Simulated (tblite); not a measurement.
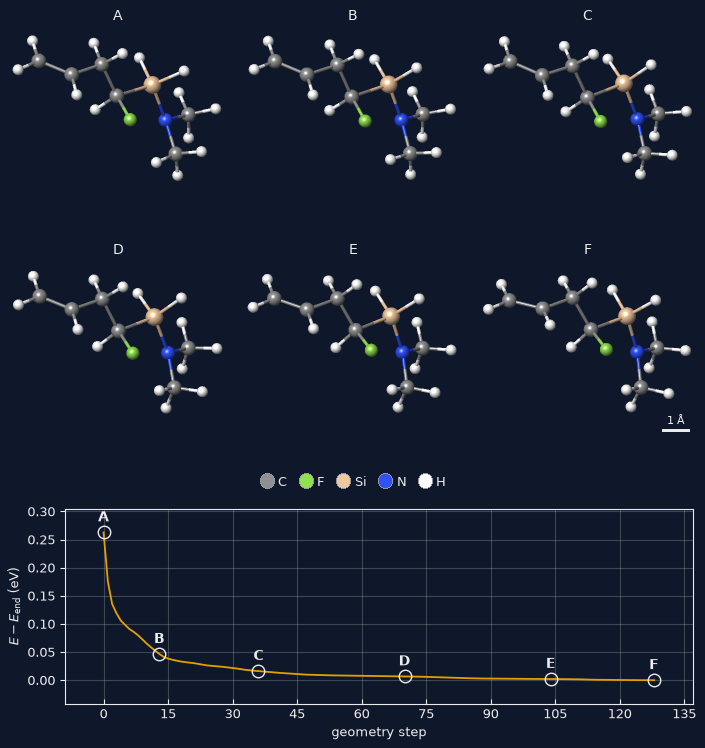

Frames of a relaxation of C₆H₁₄FNSi, marked on the history of the run. The picture is a ball-and-stick view, seen from a free direction.

These are results of GFN2-xTB geometry optimisation, gas phase in tblite, not measurements. 

> What happens along the run?

The atom that moves furthest after the best rigid fit is an H atom (0.64 Å). By element the largest moves are H 0.64 Å, F 0.35 Å, C 0.28 Å, Si 0.22 Å, N 0.14 Å. Among the contacts that change: C–Si 1.867 → 1.917 Å, C–C 1.350 → 1.319 Å, C–N 1.470 → 1.446 Å, C–H 1.099 → 1.082 Å. Among the angles between lasting bonds that change: N–Si–H 107.1° → 117.5°, C–Si–N 114.0° → 107.9°, C–Si–H 111.7° → 106.3°. After 128 geometry steps the energy has fallen by 0.263 eV. From step 0 to 13: an H atom moves most (0.20 Å), energy −0.216 eV. From step 13 to 36: an H atom moves most (0.20 Å), energy −0.030 eV. From step 36 to 70: H atoms move most (0.17 Å), energy −0.010 eV. From step 70 to 104: the F atom moves most (0.19 Å), energy −0.005 eV. From step 104 to 128: an H atom moves most (0.23 Å), energy −0.002 eV.

```csv
step,"E − E(0), eV"
0,0.0000
1,-0.0878
2,-0.1274
3,-0.1438
4,-0.1567
5,-0.1644
6,-0.1718
7,-0.1768
8,-0.1829
9,-0.1900
10,-0.1975
16,-0.2264
22,-0.2338
29,-0.2401
35,-0.2459
41,-0.2498
47,-0.2528
53,-0.2542
60,-0.2548
66,-0.2556
72,-0.2563
78,-0.2576
85,-0.2593
91,-0.2600
97,-0.2604
103,-0.2606
109,-0.2610
116,-0.2621
122,-0.2626
128,-0.2627
```
